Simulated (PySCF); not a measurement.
**C₆H₆FGa: electronic excitations**

Aim: predict the electronic excitations of C₆H₆FGa (`F[C]1=CC=CC=[CH][GaH]1`).

Computed with PySCF 2.14.0, with density-fitted response routines of our own, on a single molecule in the gas phase. Atoms count from 0, in the outputs and in this text.

## (1) Starting geometry

14 atoms, charge 0, multiplicity 1; geometry from: GFN2-xTB.

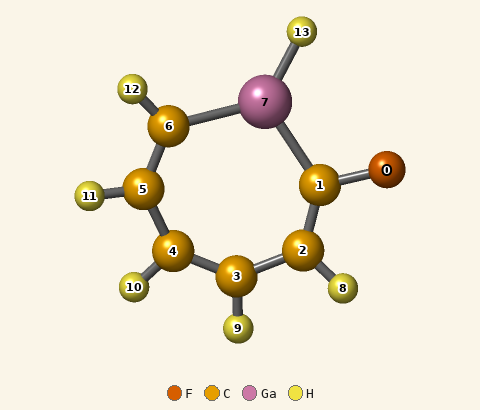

The starting geometry (fluorine orange, carbon amber, gallium pink, hydrogen yellow), atoms numbered.

## (2) TDDFT and polarisability: B3LYP/def2-SVPD

Job settings and geometry (Å):

```
{"job": {"kind": "uv", "xc": "B3LYP", "basis": "def2-SVPD", "nstates": 8, "ntriplets": 3}, "charge": 0, "multiplicity": 1}
F     -2.584607     1.747995    -0.317761
C     -1.519968     0.912833    -0.052405
C     -1.710641    -0.406455    -0.193068
C     -0.732924    -1.430306     0.053356
C      0.619037    -1.448027     0.134362
C      1.685293    -0.487148    -0.028931
C      1.716958     0.862385     0.017970
Ga     0.105655     1.999499     0.233409
H     -2.701911    -0.769759    -0.451105
H     -1.195607    -2.406623     0.160661
H      1.024039    -2.442910     0.298773
H      2.639659    -0.992961    -0.177313
H      2.698500     1.312248    -0.136710
H     -0.044160     3.548756     0.436596
```

With the program's defaults for keys left out, this is: TDDFT B3LYP/def2-SVPD, vertical, gas phase, core orbitals frozen in the response.

Launch:

```
OMP_NUM_THREADS=1 python probes_run.py task.json out
```

One launch serves the whole session: the jobs run in the order shown.

The log of the run:

```text
coarse grid: 58632 points
cycle   1  E = -2256.3613498343  dE =  4.890e-01  |g| = 7.396e-01  |ddm| = 8.810e+00
cycle   2  E = -2256.2358410620  dE =  1.255e-01  |g| = 1.092e+00  |ddm| = 4.302e+00
cycle   3  E = -2256.4499849653  dE = -2.141e-01  |g| = 1.315e-01  |ddm| = 2.693e+00
cycle   4  E = -2256.4543772089  dE = -4.392e-03  |g| = 7.006e-02  |ddm| = 4.211e-01
cycle   5  E = -2256.4557143822  dE = -1.337e-03  |g| = 1.352e-02  |ddm| = 1.530e-01
cycle   6  E = -2256.4557466040  dE = -3.222e-05  |g| = 6.846e-03  |ddm| = 3.779e-02
cycle   7  E = -2256.4557579266  dE = -1.132e-05  |g| = 1.187e-03  |ddm| = 1.545e-02
cycle   8  E = -2256.4557582249  dE = -2.983e-07  |g| = 3.848e-04  |ddm| = 2.962e-03
final grid: 124376 points
cycle   9  E = -2256.4557316051  dE =  6.988e-08  |g| = 7.279e-04  |ddm| = 1.650e-02
cycle  10  E = -2256.4557310815  dE =  5.236e-07  |g| = 1.491e-03  |ddm| = 4.913e-03
cycle  11  E = -2256.4557317687  dE = -6.872e-07  |g| = 1.082e-04  |ddm| = 3.177e-03
cycle  12  E = -2256.4557317715  dE = -2.760e-09  |g| = 1.277e-05  |ddm| = 2.049e-04
cycle  13  E = -2256.4557317715  dE = -3.547e-11  |g| = 6.854e-06  |ddm| = 4.283e-05
converged SCF energy = -2256.4557317715

Static polarisability (au): isotropic 104.246, principal 61.307 119.692 131.739

Singlet excitations
state   eV       nm        f      main configurations
  1   3.9249    315.9   0.08913   H->L+1 0.47, H->L 0.47
  2   4.2337    292.9   0.13476   H->L+1 0.46, H->L 0.46
  3   4.7374    261.7   0.00274   H-1->L 0.96
  4   4.8174    257.4   0.00047   H-1->L+1 0.97
  5   5.3406    232.2   0.00330   H-3->L 0.85, H-3->L+1 0.10
  6   5.4048    229.4   0.00521   H-3->L+1 0.84
  7   5.5594    223.0   0.11002   H-2->L+1 0.58, H-2->L 0.24
  8   5.6925    217.8   0.18491   H-2->L 0.48, H-2->L+1 0.22

Triplet excitations (Tamm-Dancoff, eV): 2.6218 3.2094 4.2406
```

Run time: 49 s. Hardware: 1 thread of Arm Neoverse V1, shared host; peak memory 0.92 GiB.

Frontier orbitals and where they lie:

| orbital | eV | atoms |
| --- | --- | --- |
| HOMO−3 | -8.38 | Ga7 28 %, H13 26 %, C1 15 % |
| HOMO−2 | -8.06 | C5 22 %, C2 19 %, C6 19 % |
| HOMO−1 | -7.84 | C6 28 %, Ga7 19 %, C1 15 % |
| HOMO | -6.46 | C4 18 %, C1 16 %, C3 15 % |
| LUMO | -2.00 | C6 19 %, Ga7 17 %, C5 16 % |
| LUMO+1 | -1.92 | Ga7 30 %, C1 18 %, C2 13 % |
| LUMO+2 | 0.21 | Ga7 39 %, C5 9 %, C4 8 % |

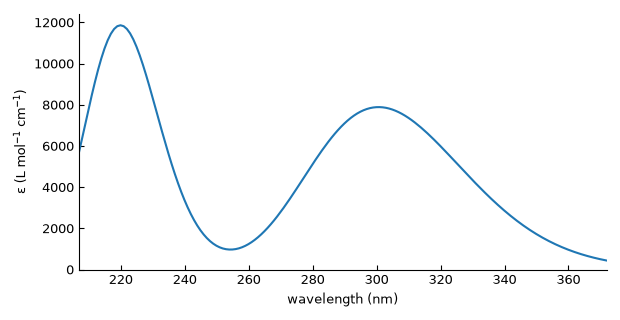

Absorption spectrum: each of the 8 states is a Gaussian band of 0.4 eV half-width at 1/e. Beyond the last state computed it falls off for lack of states.

Further results of this job:

| property | computed |
| --- | --- |
| dipole moment (D) | 2.05 |
| polarisability (Å³) | 15.45 |
| HOMO–LUMO gap (eV) | 4.46 |
| −ε(HOMO) (eV) | 6.46 |

## (3) Summary of results

| quantity | value |
| --- | --- |
| lowest singlet (B3LYP/def2-SVPD) | 3.92 eV (316 nm), f = 0.089 |
| brightest single state of those computed | state 8, 5.69 eV, f = 0.185 |
| lowest triplet | 2.62 eV |

What this shows: The lowest singlet, at 3.92 eV, is HOMO→LUMO+1 0.47, HOMO→LUMO 0.47 and is bright; of the 8 states computed, the strongest absorption comes from state 8 at 5.69 eV (the last computed, so partners may be missing). The lowest triplet lies 1.30 eV below the lowest singlet (triplets in Tamm-Dancoff, singlets in full TDDFT).
